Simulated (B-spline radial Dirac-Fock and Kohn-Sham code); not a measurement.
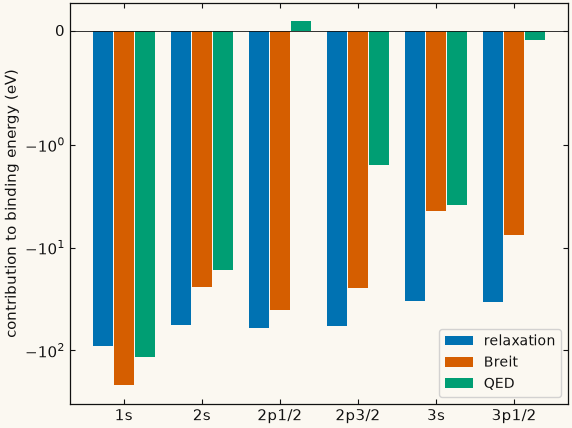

Bars give the relaxation, Breit and QED contributions (eV) to the binding energies of the deepest subshells, counted from the Koopmans value, on an axis that is logarithmic beyond ±1 eV. The figure is for neutral Ta ([Xe] 4f14 5d5), which is not the ground configuration. Method: Dirac–Fock ΔSCF (average of configuration, Fermi nucleus, Breit and QED terms, no correlation) (computed with a radial B-spline solver). Open shells are averaged over j.

> Which correction is largest for 1s?

Breit, −219 eV.
